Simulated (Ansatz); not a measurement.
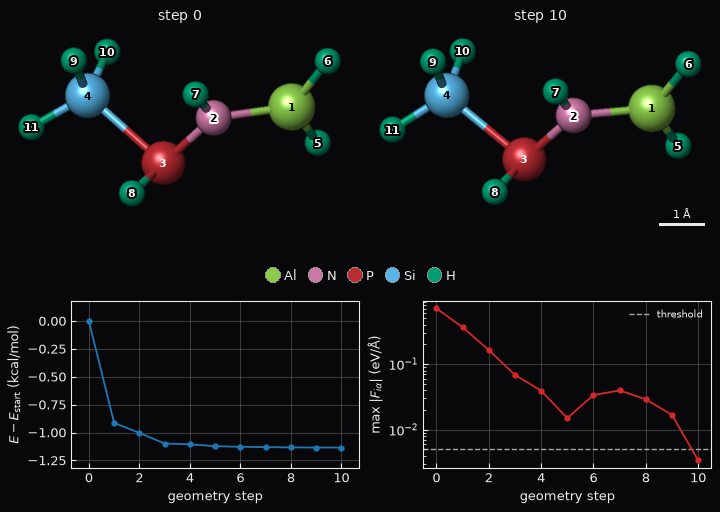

First and last geometry of a relaxation of AlSiPNH₇, with the history of the run. Style: ball-and-stick. Shown at a tilt.

The start comes from PBE-D4/def2-SVP.

Method: Ansatz, RKS PBE0-D4/def2-TZVP.

The input:
```yaml
crystal:
  periodic: [false, false, false]
  atoms:
    - {symbol: Al, position_ang: [1.021008, 2.352556, 0.149635]}
    - {symbol: N, position_ang: [0.529177, 0.670797, 0.592185]}
    - {symbol: P, position_ang: [0.931777, -0.763570, -0.327959]}
    - {symbol: Si, position_ang: [-1.154732, -1.661954, -0.575138]}
    - {symbol: H, position_ang: [1.938168, 2.550139, -1.136806]}
    - {symbol: H, position_ang: [0.475962, 3.508619, 1.106287]}
    - {symbol: H, position_ang: [-0.077095, 0.525859, 1.410079]}
    - {symbol: H, position_ang: [1.295904, -1.684222, 0.730489]}
    - {symbol: H, position_ang: [-1.934986, -1.614969, 0.716710]}
    - {symbol: H, position_ang: [-1.898055, -0.849642, -1.600741]}
    - {symbol: H, position_ang: [-1.061528, -3.090714, -1.044141]}
basis:
  gaussian: {orbitals: def2-TZVP}
hamiltonian: {xc: pbe0, dispersion: d4}
relax: {f_tol: 0.005, max_steps: 150}
```

Run as
```bash
ansatz run in.yaml --threads 4 --pin off --events-out ev --progress --plain --max-ram 10444MiB
```

> Did the run converge, and what did it change?

It converged. The energy falls by 1.13 kcal/mol in 10 geometry steps. Largest force component: 0.71 eV/Å at the start, 0.0034 eV/Å at the end. The largest move after the best rigid fit is that of H10, 0.10 Å. By element the largest moves are H 0.10 Å, P 0.09 Å, N 0.06 Å, Al 0.04 Å, Si 0.02 Å. Some distances before and after: N2–P3 1.751 → 1.716 Å, P3–Si4 2.285 → 2.257 Å, P3–H8 1.449 → 1.428 Å, Al1–N2 1.807 → 1.786 Å.

```json
{"step": "0", "E − E(0), kcal/mol": "0.00", "largest force component, eV/Å": "0.7113"}
{"step": "1", "E − E(0), kcal/mol": "-0.91", "largest force component, eV/Å": "0.3659"}
{"step": "2", "E − E(0), kcal/mol": "-1.00", "largest force component, eV/Å": "0.1649"}
{"step": "3", "E − E(0), kcal/mol": "-1.10", "largest force component, eV/Å": "0.0687"}
{"step": "4", "E − E(0), kcal/mol": "-1.11", "largest force component, eV/Å": "0.0393"}
{"step": "5", "E − E(0), kcal/mol": "-1.12", "largest force component, eV/Å": "0.0151"}
{"step": "6", "E − E(0), kcal/mol": "-1.13", "largest force component, eV/Å": "0.0338"}
{"step": "7", "E − E(0), kcal/mol": "-1.13", "largest force component, eV/Å": "0.0397"}
{"step": "8", "E − E(0), kcal/mol": "-1.13", "largest force component, eV/Å": "0.0292"}
{"step": "9", "E − E(0), kcal/mol": "-1.13", "largest force component, eV/Å": "0.0168"}
{"step": "10", "E − E(0), kcal/mol": "-1.13", "largest force component, eV/Å": "0.0034"}
```
